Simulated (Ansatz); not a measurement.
**ClFGeH₄Si···H₂: density, localisation and related maps**

| atom | x (Å) | y (Å) | z (Å) |
| --- | --- | --- | --- |
| Ge | 0.2647 | 0.5277 | -0.5033 |
| H | -0.0308 | 0.0853 | 2.2039 |
| H | 1.2494 | -0.2086 | -1.4214 |
| Cl | -1.2438 | 1.4261 | -1.7645 |
| F | -0.5727 | -0.7434 | 0.3579 |
| Si | 1.0151 | 2.2503 | 0.8751 |
| H | 2.1375 | 1.8145 | 1.7532 |
| H | 1.5078 | 3.2887 | -0.0815 |
| H | -0.1277 | 2.7872 | 1.6634 |
| H | 0.2703 | 0.4802 | 2.7238 |

Not at a stationary point (largest force 1.8 eV/Å).

Level of theory: RKS PBE0-D4/def2-SVP (Ansatz).

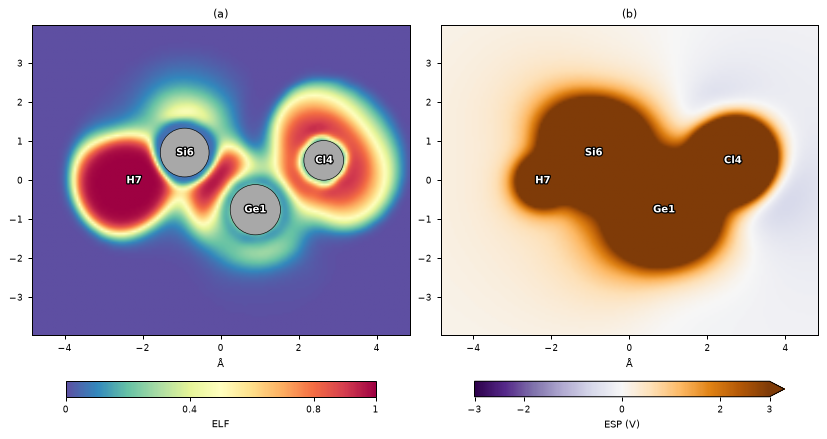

Figure 1. (a) electron localisation function; (b) molecular electrostatic potential on the plane of atoms Cl4, Ge1 and Si6. Grey discs cover the atomic cores in the ELF map.

What do the fields say about this system?

- The plane passes through Ge, Cl, Si and H nuclei.
- Ge–Cl (2.16 Å): the ELF peaks at about 0.85 in the valence shell of Cl, 0.8 Å from its nucleus, and is about 0.65 at the midpoint.
- Si–Ge (2.33 Å): the ELF peaks at about 0.95 between the atoms: a covalent bond.
- Si–H (1.49 Å): the ELF climbs to about 1 towards the hydrogen, as it does in any bond to H.
- The ELF also peaks beside Cl4, away from the bonds: lone-pair regions.
- Outside the dense part of the complex the potential is most negative (−0.6 V) near Cl4.

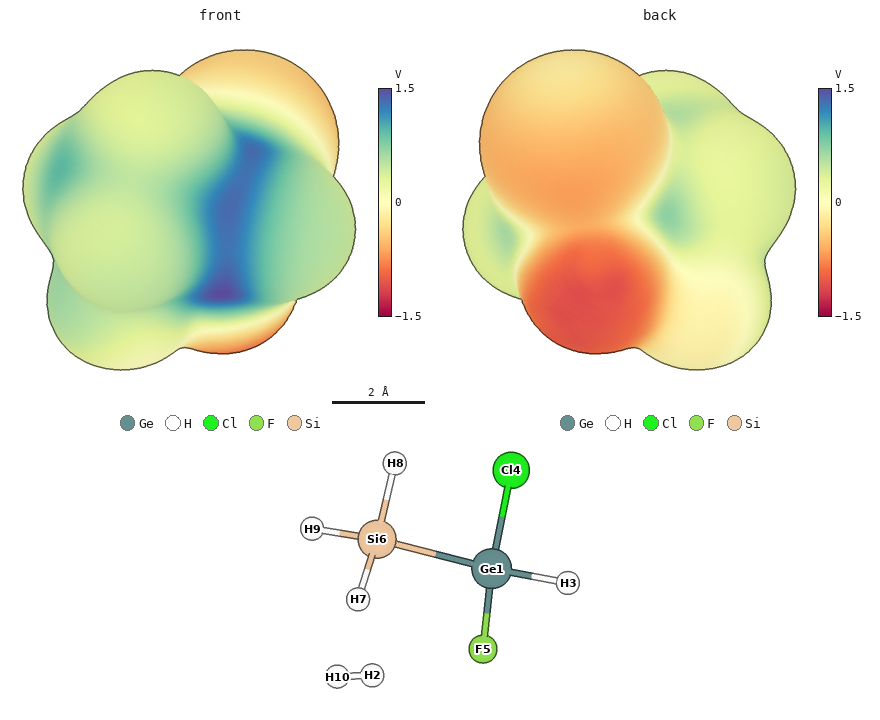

Figure 2. The electrostatic potential painted on the density surface at 0.001 e/bohr³, seen from the front and from behind; red is negative and blue positive. The bare structure is drawn below in the same view.

Describe the electrostatic potential map.

The most negative region (about −1.1 V) lies over F5, the most positive (about +1.4 V) over Ge1.

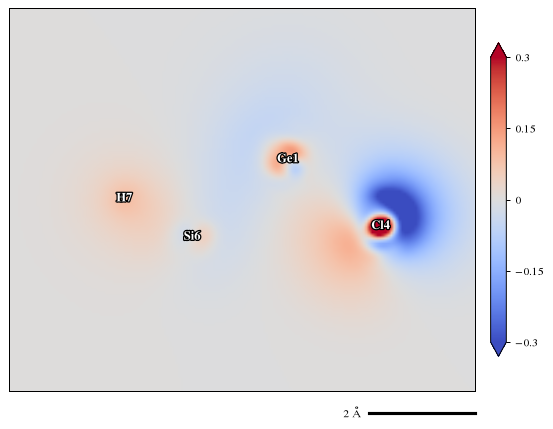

Figure 3. The HOMO−1 on the plane of atoms Ge1, Si6 and H7 (values in Å⁻³ᐟ²; the overall sign is arbitrary).

Describe this orbital and give its energy.

It lies mainly on Cl4 (about 85 %); largely a lone pair of Cl4. Its energy is −9.17 eV.
